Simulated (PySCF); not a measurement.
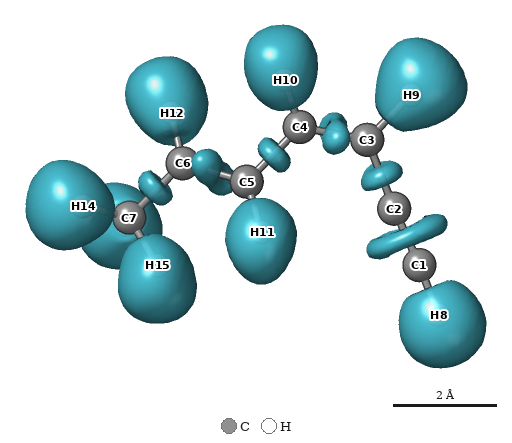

*C₇H₈. Isosurface of the ELF at 0.85 (cyan), seen across its widest extent. Only the valence region is drawn (cores and ρ < 0.01 e/Å³ removed).*

Geometry: GFN2-xTB, MD frame at 250 fs, 600 K.

These are results of PySCF, PBE0/pcSseg-1, SCF density, gas phase, non-relativistic, not measurements.

```xyz
15

C     3.2022   -1.1248    0.3532
C     2.5699   -0.2697   -0.2150
C     1.9053    0.9042   -0.7695
C     0.5934    1.1282   -0.5967
C    -0.2685    0.2966    0.2793
C    -1.6001    0.3307    0.0483
C    -2.5123   -0.6701    0.7186
H     3.7074   -1.8355    0.9090
H     2.6265    1.6344   -1.4333
H     0.2384    2.0602   -0.8369
H     0.2249   -0.1834    1.1459
H    -2.0245    0.8044   -0.8584
H    -2.7444   -1.4410    0.0365
H    -3.3338   -0.1263    1.2134
H    -1.8015   -1.2161    1.3820
```

Question: Identify the bonds, lone pairs and shells in this picture.

Answer: The ELF exceeds this value in six regions between bonded C–C atoms (shared pairs) and eight regions around hydrogen nuclei. Along the contacts the grid gives the following. C–C (1.21 Å): the ELF peaks at about 0.85 between the atoms; a short, multiple covalent bond. C–H (1.03 Å): the ELF climbs to about 1 towards the hydrogen, as it does in any bond to H: an ordinary covalent bond to hydrogen.
